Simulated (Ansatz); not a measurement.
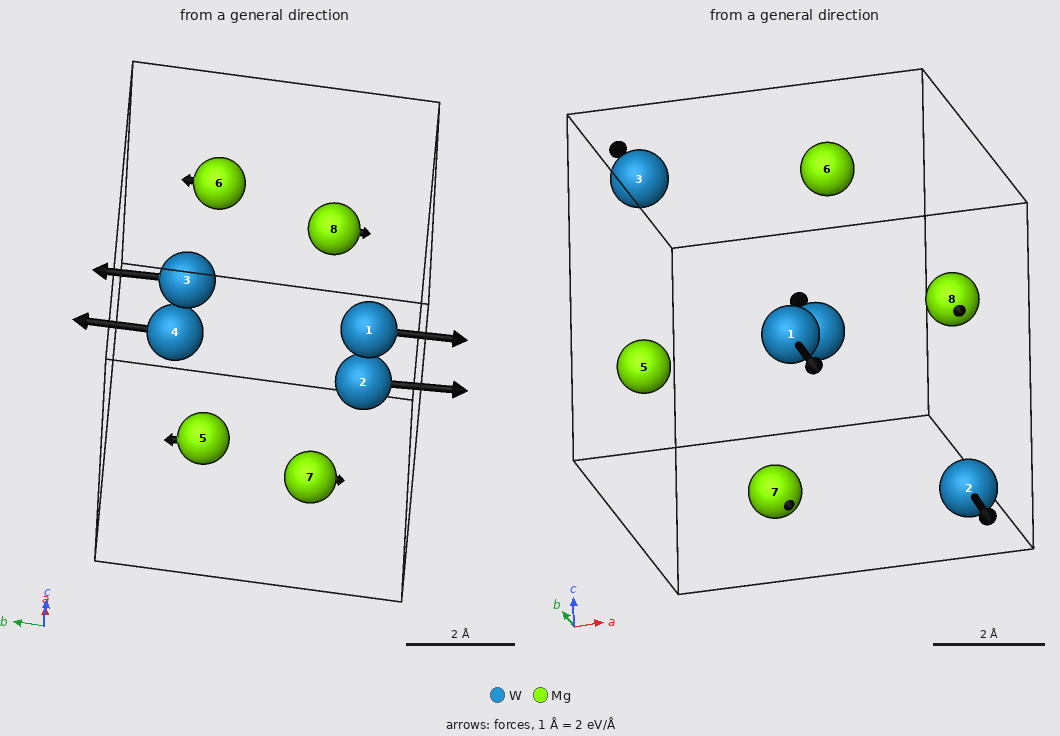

A spheres-only rendering, viewed from two general directions. Thin lines show the simulation cell, with boundary atoms drawn in all their periodic places. The arrows are the computed forces on the atoms.

System: MgW. Theory: DFT, PAW plane waves, LDA in Ansatz. Numerical settings: a basis cut at 420 eV, 3×3×3 k-mesh, Gaussian smearing of 0.12 eV, no spin polarisation.

Question: Judging by the arrows, is the geometry relaxed?

Answer: No. The atoms still feel forces of up to about 3 eV/Å, far above a usual threshold of 0.01 to 0.03 eV/Å.

Where the cell comes from: a known structure type with the cell strained and the atoms shaken on purpose. No relaxation was applied. It went into a calculation with Ansatz.
